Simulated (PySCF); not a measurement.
# [PbSF]−: other functionals and bases at one geometry

How far do other levels of theory move the description of [PbSF]−, and what does each cost? The structure is generated, not taken from experiment.

The runs use PySCF 2.14.0; several levels, as the steps say, no spin–orbit coupling.

1 further run of the same task is left out (for a known fault of the program).

### 1 Starting geometry

3 atoms, charge -1, spin multiplicity 1.

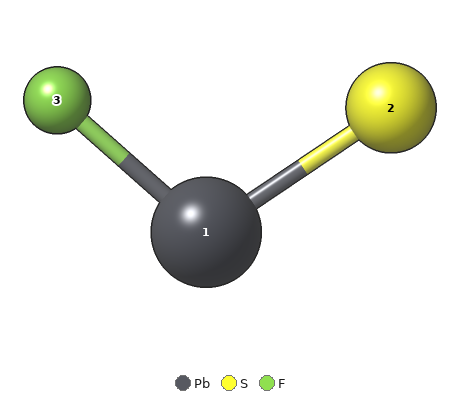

The structure; lead dark grey, sulfur yellow, fluorine green; atoms are numbered from 1 in the order of the file.

Geometry (Å):

```xyz
3
FPbS
Pb   -0.1267    0.0000   -0.5017
S     1.7935    0.0000    0.9261
F    -1.7925    0.0000    0.8400
```

Formal oxidation states: Pb +2. An earlier session relaxed this geometry at PBE0, Pb def2-SVP with ECP60, S def2-SVP, F def2-SVP (singlet, point group Cs).

At PBE0 on the finer grid: E = -690.577124 Eh, HOMO -0.70 eV, LUMO 3.05 eV, Mulliken charge on Pb1 +0.23 e, largest force component 0.028 eV/Å. 

Levels to run: TPSS; HF; PBE0, TZVP. Hardware: 2 threads of Arm Neoverse V2, shared host.

### 2 TPSS

run.py (the lines that set the calculation) reads:

```python
mol = gto.M(atom='''
Pb    -0.12667     0.00000    -0.50173
S      1.79355     0.00000     0.92609
F     -1.79245     0.00000     0.84000''',
    basis={'Pb': 'def2-SVP', 'S': 'def2-SVP', 'F': 'def2-SVP'},
    ecp={'Pb': 'def2-SVP'},
    charge=-1, spin=0)
mf = dft.RKS(mol, xc='TPSS')
mf.grids.atom_grid = (75, 302)
mf = mf.density_fit()  # fitting sets: Pb def2-universal-JKFIT, S def2-universal-JKFIT, F def2-universal-JKFIT
mf.conv_tol = 1e-08; mf.max_cycle = 55
mf.kernel(dm0)  # dm0: the density of the relaxed state
```

The run is started by

```bash
> OMP_NUM_THREADS=2 python run.py
```

### 3 HF

Edit run.py (the lines that set the calculation) of step 2 so:

```diff
@@ -7,4 +7,3 @@
     charge=-1, spin=0)
-mf = dft.RKS(mol, xc='TPSS')
-mf.grids.atom_grid = (75, 302)
+mf = scf.RHF(mol)
 mf = mf.density_fit()  # fitting sets: Pb def2-universal-JKFIT, S def2-universal-JKFIT, F def2-universal-JKFIT
```

### 4 PBE0, TZVP

Basis: Pb def2-TZVP with ECP60, S def2-TZVP, F def2-TZVP. 

run.py (the lines that set the calculation) reads:

```python
mol = gto.M(atom='''
Pb    -0.12667     0.00000    -0.50173
S      1.79355     0.00000     0.92609
F     -1.79245     0.00000     0.84000''',
    basis={'Pb': 'def2-TZVP', 'S': 'def2-TZVP', 'F': 'def2-TZVP'},
    ecp={'Pb': 'def2-TZVP'},
    charge=-1, spin=0)
mf = dft.RKS(mol, xc='PBE0')
mf.grids.atom_grid = (75, 302)
mf = mf.density_fit()  # fitting sets: Pb def2-universal-JKFIT, S def2-universal-JKFIT, F def2-universal-JKFIT
mf.conv_tol = 1e-08; mf.max_cycle = 55
mf.kernel(dm0)  # dm0: free metal ions and neutral atoms
```

**Question.** What will these runs give? Wanted: for each run, HOMO; gap; charge on Pb1; dipole; largest force.

**Answer**, as computed:

| level | state | HOMO (eV) | gap (eV) | charge on Pb1 (e) | dipole (D) | largest force (eV/Å) | basis functions | time |
| --- | --- | --- | --- | --- | --- | --- | --- | --- |
| PBE0 (relaxed here) | singlet | -0.70 | 3.75 | 0.23 | 5.67 | 0.03 | 58 | 2.4 s |
| TPSS | singlet | 0.35 | 2.21 | 0.16 | 5.38 | 0.39 | 58 | 1.6 s |
| HF | singlet | -3.19 | 8.63 | 0.49 | 6.45 | 0.32 | 58 | 0.6 s |
| PBE0, TZVP | singlet | -1.16 | 3.74 | 0.48 | 6.38 | 0.32 | 118 | 4.6 s |

Times are on 2 threads of Arm Neoverse V2, shared host; the first row also made further properties. The dipole of a charged species depends on the origin, so these sizes hold for this origin alone.

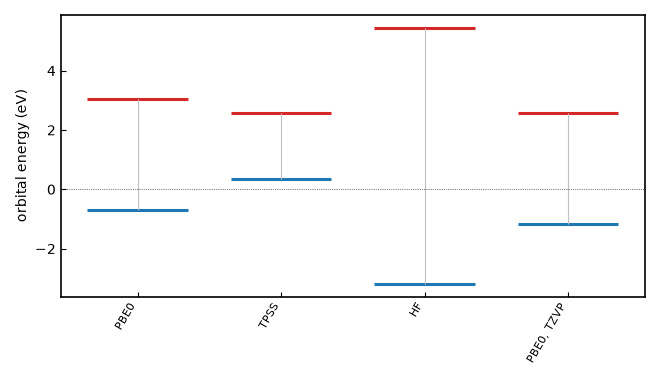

Highest filled and lowest empty level, method by method.

In one basis the HOMO–LUMO gap runs from 2.21 eV (TPSS) to 8.63 eV (HF). The largest leftover force, 0.39 eV/Å with TPSS, stands at a geometry relaxed at another level. The Mulliken charge on Pb spans +0.16 to +0.49 e over the levels. Total energies of different levels can't be compared. Spin–orbit coupling is left out throughout.
